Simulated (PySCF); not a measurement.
C₅H₆OS (SMILES OCc1cccs1)

Input file:

```
{"job": {"kind": "nmr", "xc": "PBE0", "basis": "pcSseg-1", "pop": false}, "charge": 0, "multiplicity": 1}
O     -2.481400    -0.432800    -0.654900
C     -1.772800     0.334700     0.294800
C     -0.295000     0.115200     0.224500
C      0.610300     0.719500    -0.591100
C      1.923300     0.222800    -0.427600
C      1.997500    -0.757400     0.506400
S      0.466100    -1.095500     1.209100
H     -2.288600    -1.365900    -0.506900
H     -2.004100     1.375400     0.054000
H     -2.134100     0.115800     1.309900
H      0.346000     1.495300    -1.286800
H      2.771800     0.583100    -0.980900
H      2.856500    -1.309700     0.831800
```

Launched as:

```sh
OMP_NUM_THREADS=1 python probes_run.py task.json out
```

Geometry: GFN2-xTB, NEB image 0 of 0 to 8.

These are results of PBE0/pcSseg-1, SCF density, gas phase, non-relativistic (PySCF 2.14.0), not measurements.

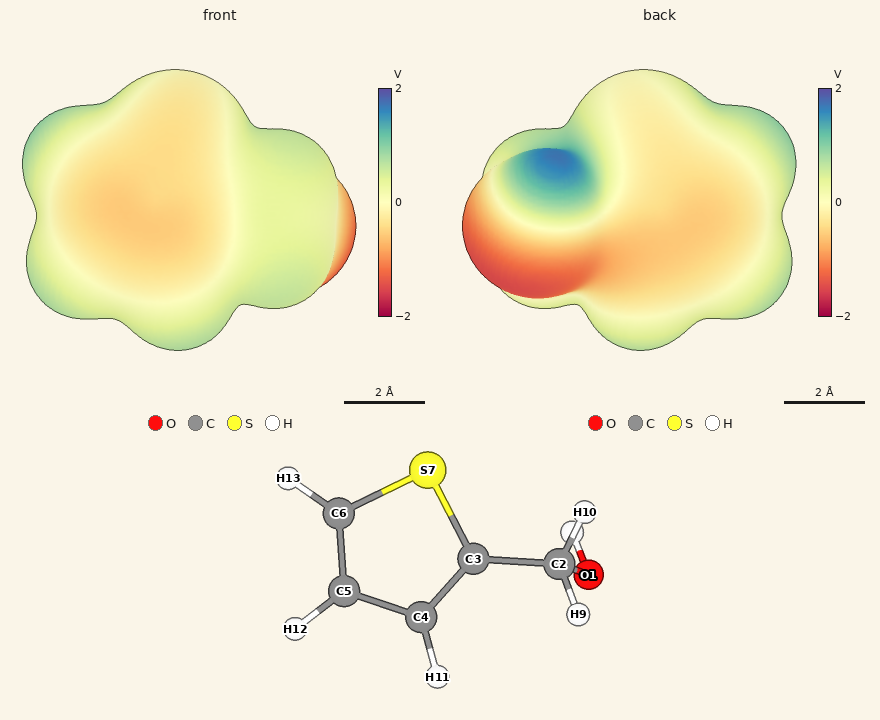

Figure 1. The electrostatic potential painted on the density surface at 0.001 e/bohr³, seen from the front and from behind; red is negative and blue positive. The bare structure is drawn below in the same view.

Question: Describe the electrostatic potential map.

Answer: The most negative region (about −1.5 V) lies over O1, the most positive (about +1.6 V) over H8. O1 is the likeliest acceptor of a hydrogen bond.

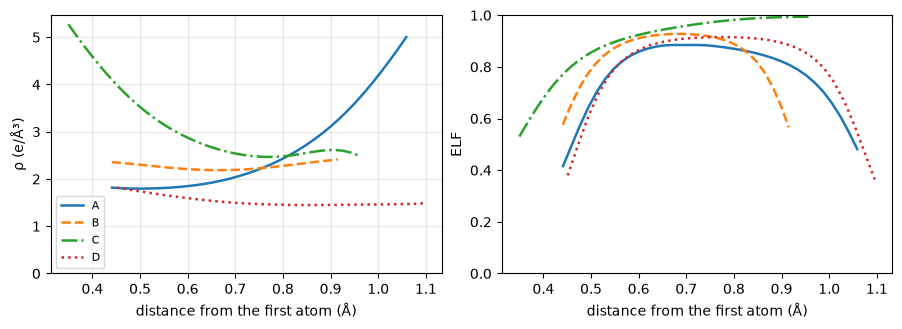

Figure 2. Total electron density and ELF along straight lines between neighbouring atoms. The curves leave out the atomic cores.

Question: Which curve belongs to which contact (C–C, C–O, C–S and O–H)? The first atom named is at distance zero.

Answer: Curve A: C–O (1.41 Å): the density is about 2.1 e/Å³ at the midpoint, with its minimum of 1.8 e/Å³ about 0.5 Å from C; the ELF peaks at about 0.90 between the atoms: a polar covalent bond. Curve B: C–C (1.36 Å): ρ is about 2.2 e/Å³ halfway; the ELF peaks at about 0.95 between the atoms (a covalent bond). Curve C: O–H (0.96 Å): ρ is about 3.7 e/Å³ halfway; the ELF climbs to about 1 towards the hydrogen, as it does in any bond to H; an ordinary covalent bond to hydrogen. Curve D: C–S (1.72 Å): the density is about 1.4 e/Å³ at the midpoint; the ELF peaks at about 0.90 between the atoms, as expected for a covalent bond.
